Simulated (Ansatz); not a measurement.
**SnSe (SMILES [Se][Sn]) at FCI/STO-3G**

Aim: the energy change on altering one bond length of SnSe at FCI/STO-3G, from 2 runs. 

The results are computed with Ansatz 0.2.0.

57 further runs of the same task are left out: 19 that didn't finish, 38 set aside as unsound or not needed.

## 1. The structure to begin with

SnSe: 2 atoms, total charge 0, spin state singlet. SMILES: `[Se][Sn]`. The coordinates come from a PBE0-D4/def2-TZVP relaxation.

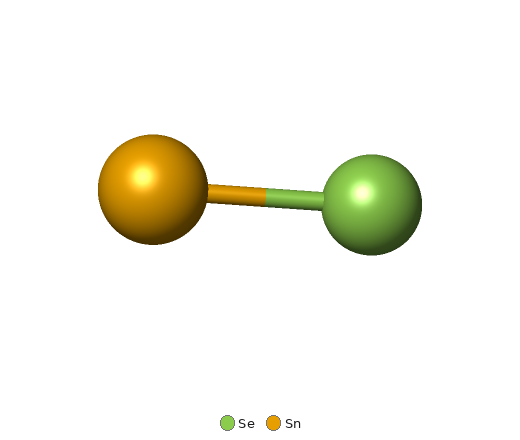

Viewed from a chosen angle; selenium green, tin amber.

## 2. A single-point energy at FCI/STO-3G

File molecule.yaml:

```yaml
crystal:
  periodic: [false, false, false]
  atoms:
    - symbol: Se
      position_ang: [0.000000, -0.000000, 0.006530]
    - symbol: Sn
      position_ang: [-0.000000, 0.000000, 2.331810]
basis:
  gaussian:
    orbitals: STO-3G
magnetization:
  spin_polarized: false
correlation:
  method: fci
  frozen_orbitals: {Se: 9, Sn: 18}
accuracy: high
```

On the command line:

```
$ ansatz run molecule.yaml --threads 1 --pin off --max-ram 3480MiB --events-out events.jsonl --progress --plain --runs-dir runs
```

The log of the run:

```text
Warning: RAYON_NUM_THREADS=1 ignored (pool sized by the plan → 1); use --threads N
Functional definition: HF
  name "HF"
  exchange = exact_x
  correlation = 0
711 factors; integrals over basis functions are off by at most 1.8e-8 eV
mean field evaluation 1: about -226854.8017 eV, gradient 1.9e1 eV
mean field evaluation 2: about -226854.8430 eV, gradient 1.9e1 eV
mean field evaluation 4: about -226857.7973 eV, gradient 9.0e-1 eV
mean field evaluation 8: about -226857.8014 eV, gradient 4.1e-6 eV
mean field -226857.80139870 eV, -8336.8704316616 hartree, gradient 2.7e-8 eV, S^2 0.000000; 0 other end points of the search recorded, 0 dependent functions left out
27 core orbitals not correlated: weight in the atoms' cores, before any rotation towards them, 1.000 or more for the frozen orbitals, at most 0.000 for the correlated occupied ones
reference -226857.80139870 eV, -8336.8704316616 hartree; 15, 15 occupied and 3, 3 virtual orbitals, 711 factors
state -226860.04418954 eV, -8336.9528527048 hartree
Total energy: -226860.04418954 eV, -8336.9528527048 hartree
```

Wall time 2.1 s (1 thread of Arm Neoverse V1, shared host); peak memory 0.11 GiB.

## 3. The distorted shape at the same level

File job.yaml:

```yaml
crystal:
  periodic: [false, false, false]
  atoms:
    - symbol: Se
      position_ang: [0.000000, -0.000000, -0.574790]
    - symbol: Sn
      position_ang: [-0.000000, 0.000000, 2.331810]
basis:
  gaussian: {orbitals: STO-3G}
correlation: {method: fci, frozen_orbitals: {Se: 9, Sn: 18}}
accuracy: high
```

On the command line:

```
$ ansatz run job.yaml --threads 1 --pin off --max-ram 3480MiB --events-out events.jsonl --progress --plain --runs-dir runs
```

The log of the run:

```text
Warning: RAYON_NUM_THREADS=1 ignored (pool sized by the plan → 1); use --threads N
[... 4 set-up lines as earlier in the session ...]
687 factors; integrals over basis functions are off by at most 1.6e-8 eV
mean field evaluation 1: about -226846.9278 eV, gradient 2.4e1 eV
mean field evaluation 2: about -226846.9664 eV, gradient 2.4e1 eV
mean field evaluation 4: about -226854.0960 eV, gradient 6.3e0 eV
mean field evaluation 8: about -226854.4507 eV, gradient 9.9e-2 eV
mean field evaluation 16: about -226854.4424 eV, gradient 1.1e-8 eV
mean field evaluation 32: about -226849.7935 eV, gradient 4.1e-1 eV
mean field evaluation 64: about -226849.8405 eV, gradient 6.5e-1 eV
mean field evaluation 96: about -226852.2183 eV, gradient 4.4e0 eV
mean field evaluation 128: about -226854.4508 eV, gradient 4.9e-4 eV
mean field -226854.44243630 eV, -8336.7469920701 hartree, gradient 1.1e-8 eV, S^2 0.000000; 8 other end points of the search recorded, 0 dependent functions left out; unrestricted orbitals would lower it
unrestricted determinant -226856.04286179 eV, -8336.8058066223 hartree, S^2 1.0280
27 core orbitals not correlated: weight in the atoms' cores, before any rotation towards them, 1.000 or more for the frozen orbitals, at most 0.000 for the correlated occupied ones
reference -226854.44243630 eV, -8336.7469920701 hartree; 15, 15 occupied and 3, 3 virtual orbitals, 687 factors
state -226857.79598421 eV, -8336.8702326828 hartree
Total energy: -226857.79598421 eV, -8336.8702326828 hartree
```

Run time: 6 s. Hardware: 1 thread of Arm Neoverse V1, shared host; peak memory 0.14 GiB.

## 4. Outcome

At FCI/STO-3G, 27 core orbitals frozen:

```
                                                           quantity           value
                                          first shape: total energy  -8336.95285 Eh
          first shape: correlation energy (27 core orbitals frozen)       -82.4 mEh
                                      distorted shape: total energy  -8336.87023 Eh
      distorted shape: correlation energy (27 core orbitals frozen)      -123.2 mEh
energy change with the Se1–Sn2 bond stretched from 2.325 to 2.907 Å        2.248 eV
```

**Reading.** With the Se1–Sn2 bond stretched from 2.325 to 2.907 Å the energy rises by 2.25 eV (52 kcal/mol). The first shape isn't relaxed at this level, so the change isn't measured from a minimum. The minimal basis adds a large error of its own. Relativity is left out (first shape) although the molecule holds a heavy atom. The restricted solution (distorted shape) is unstable to spin breaking: an unrestricted one lies lower. Relativity is left out (distorted shape) although the molecule holds a heavy atom.
